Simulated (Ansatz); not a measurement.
The parent structure is C in the graphite type structure (space group P6_3/mmc, No. 194; a = 2.4554 Å, c = 6.6710 Å; layered, stacked along the Cartesian z axis).

Structures relaxed with Kohn–Sham DFT with the r2SCAN+rVV10 functional, run in Ansatz (an electronic-structure program) with PAW and 500 eV plane waves, spin-orbit coupling left out.

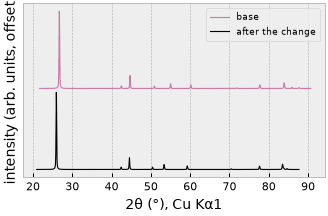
Figure: Simulated powder patterns before (top) and after one change

Which change produced these results?
A) pressure 0.3 GPa
B) pressure 7.5 GPa
C) pressure 5 GPa
D) pressure −1 GPa

D, pressure −1 GPa. Its volume per atom is 8.97 Å³ against 8.71 Å³, and its space group is P6_3/mmc (No. 194).

A case with no gap was solved on a k-mesh chosen for an insulator, which is coarse for it. Load acts through the strain it causes; cell and atoms are relaxed under it. Whether these cells are dynamically stable was not tested. Competing high-pressure phases were not computed.
